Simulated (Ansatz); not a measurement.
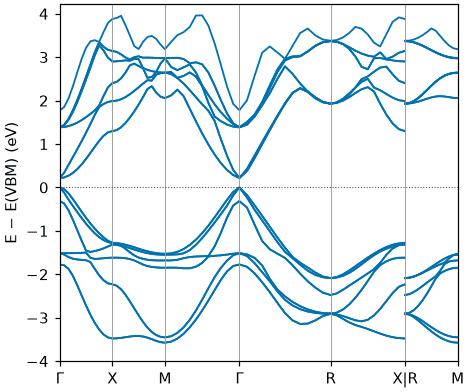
Band structure from PBEsol with spin–orbit coupling (plane waves, PAW; program Ansatz)

Q: Read off the gap and where the band edges lie.

A: About 0.2 eV (0.22 eV by a search for the band edges); maximum at Γ, minimum at Γ.

The material is Ca3SbN (anti-perovskite, space group No. 221).

Space group Pm-3m (anti-perovskite). The workflow started from a Materials Project entry (that database holds measured and hypothetical structures alike); the Crystallography Open Database copy checked does not list it. Its standing as an ambient phase is unchecked. Symmetry was held in the PBEsol relaxation; its stability against distortions is not shown here.

Potentials: the later of the program's two PAW sets.
